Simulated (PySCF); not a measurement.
# C$_{3}$H$_{13}$BO$_{2}$Si$_{3}$: what the fields show

| atom | x (Å) | y (Å) | z (Å) |
| --- | --- | --- | --- |
| Si | 2.7517 | 1.1452 | 0.0925 |
| Si | 1.7159 | -0.0571 | -1.5785 |
| C | 0.5353 | -1.3898 | -0.8808 |
| C | -0.3108 | -0.7322 | 0.1981 |
| C | -1.7085 | -1.3391 | 0.3506 |
| B | -2.6833 | -0.4744 | 1.2743 |
| O | -2.5028 | 0.8407 | 1.3489 |
| Si | -1.3410 | 1.7227 | 0.5982 |
| O | -0.3564 | 0.6586 | -0.1378 |
| H | 2.6721 | 0.5061 | 1.4148 |
| H | 4.1883 | 1.3200 | -0.1556 |
| H | 2.2046 | 2.4956 | 0.2630 |
| H | 2.6719 | -0.8256 | -2.4071 |
| H | 0.9758 | 0.7591 | -2.5492 |
| H | -0.1051 | -1.7641 | -1.6799 |
| H | 1.0669 | -2.2475 | -0.4716 |
| H | 0.2078 | -0.8098 | 1.1648 |
| H | -2.1635 | -1.3926 | -0.6448 |
| H | -1.5958 | -2.3671 | 0.6966 |
| H | -3.5770 | -0.9476 | 1.8743 |
| H | -1.9752 | 2.4893 | -0.4603 |
| H | -0.6814 | 2.4288 | 1.6887 |

Geometry: GFN2-xTB.

Theory: PBE0/pcSseg-1, SCF density, gas phase, non-relativistic (PySCF 2.14.0).

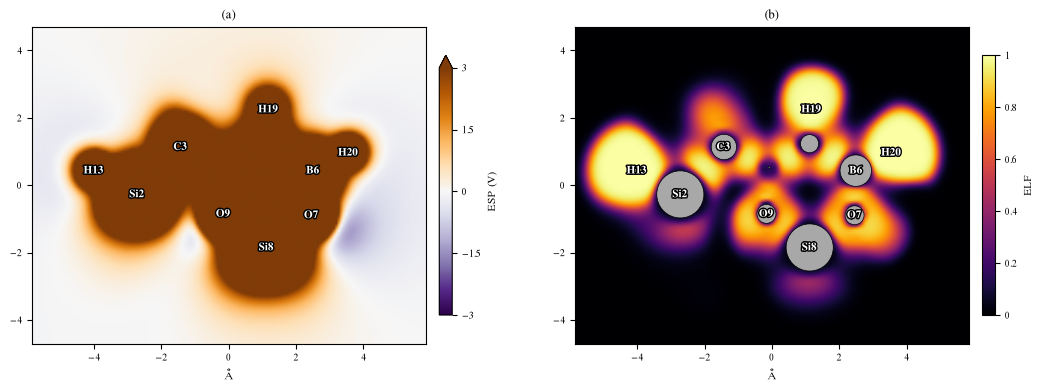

Figure 1. (a) electrostatic potential; (b) ELF on the plane of atoms O7, Si8 and O9. Grey discs cover the atomic cores in the ELF map.

Question: What does the map show?

Answer:
- The plane passes through Si, C, B, O and H nuclei.
- B–O (1.33 Å): the ELF peaks at about 0.90 between the atoms (a polar covalent bond).
- Si–O (1.63 Å): the ELF peaks at about 0.85 between the atoms: a short, strongly polar bond.
- C–Si (1.91 Å): the ELF peaks at about 0.95 between the atoms; localised, covalent bonding.
- The ELF also peaks beside O7, away from the bonds: lone-pair regions.
- Outside the dense part of the molecule the potential is most negative (−1.3 V) near O7.

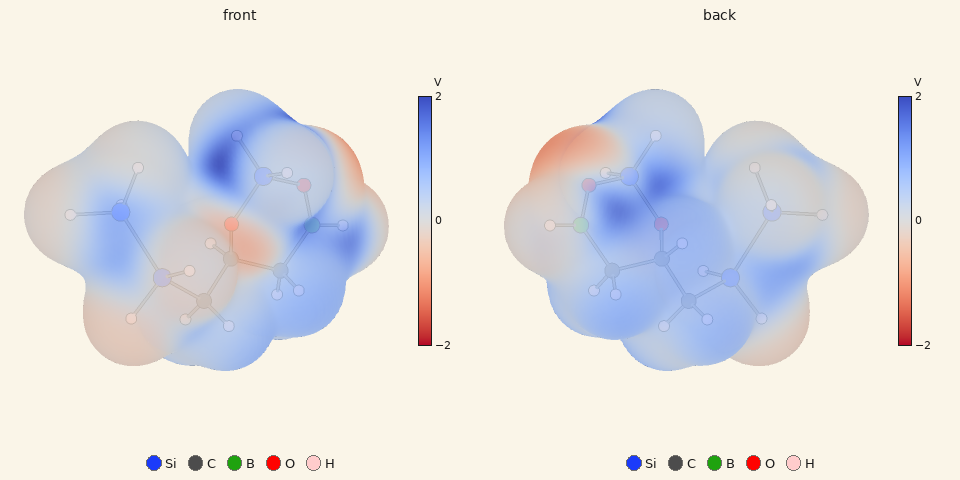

Figure 2. The electrostatic potential painted on the density surface at 0.002 e/bohr³, seen from the front and from behind; the colour scale runs from red (negative) to blue (positive).

Question: Where is the surface potential most negative and most positive?

Answer: The most negative region (about −1.0 V) lies over O7, the most positive (about +1.7 V) over Si8.

Question: What dipole moment does the calculation give?

Answer: Its dipole moment is 1.00 D.
